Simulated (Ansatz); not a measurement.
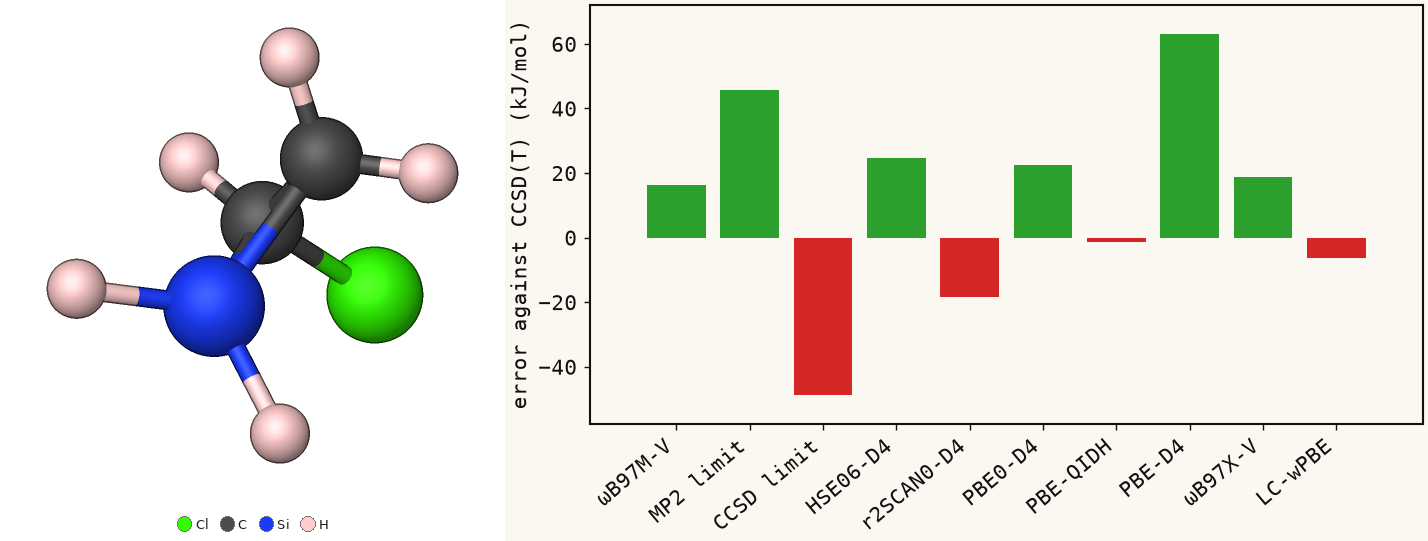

Error in the electronic atomisation energy (method less reference, so positive means overbinding) of C₂H₅ClSi, SMILES Cl[C@@H]1C[SiH2]1: functionals in def2-TZVPP against frozen-core CCSD(T) at the limit (MP2 extrapolated from triple and quadruple zeta, plus CCSD(T) less MP2 in a smaller set), which gives 3105.0 kJ/mol, at a PBE0-D4/def2-TZVP geometry (a minimum by its frequencies), no zero-point or spin-orbit term, the Ansatz code. The reference leaves out core correlation, a term that grows with the number of heavy atoms. PBE-QIDH holds a correlation term that converges slowly with the basis, so part of the distance to the limit is basis error. No dispersion term is added to PBE-QIDH and LC-wPBE. Limit means the basis limit.

What range do the values span?

Answer. From −48.7 kJ/mol (CCSD limit) to 63.1 kJ/mol (PBE-D4).

Give the values.

Answer.
| level | kJ/mol |
| --- | --- |
| ωB97M-V | 16.3 |
| MP2 limit | 45.6 |
| CCSD limit | −48.7 |
| HSE06-D4 | 24.7 |
| r2SCAN0-D4 | −18.3 |
| PBE0-D4 | 22.6 |
| PBE-QIDH | −1.2 |
| PBE-D4 | 63.1 |
| ωB97X-V | 18.7 |
| LC-wPBE | −6.3 |
